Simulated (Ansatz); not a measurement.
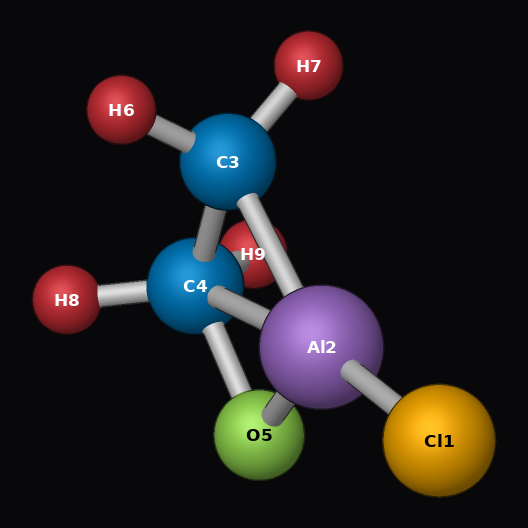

The questions are on Mulliken charges. Computed geometry: PBE-D4/def2-SVP optimisation. No frequency run is at hand to confirm it as a minimum. Method: RKS PBE-D4/def2-SVP (Ansatz 0.2.0).

Give the Mulliken charges atom by atom.

```json
{"atom": "Cl1", "value (e)": "−0.25"}
{"atom": "Al2", "value (e)": "0.66"}
{"atom": "C3", "value (e)": "−0.35"}
{"atom": "C4", "value (e)": "0.19"}
{"atom": "O5", "value (e)": "−0.45"}
{"atom": "H6", "value (e)": "0.07"}
{"atom": "H7", "value (e)": "0.07"}
{"atom": "H8", "value (e)": "0.04"}
{"atom": "H9", "value (e)": "0.04"}
```

Mulliken values depend strongly on the basis set and can even reverse the polarity of a bond.
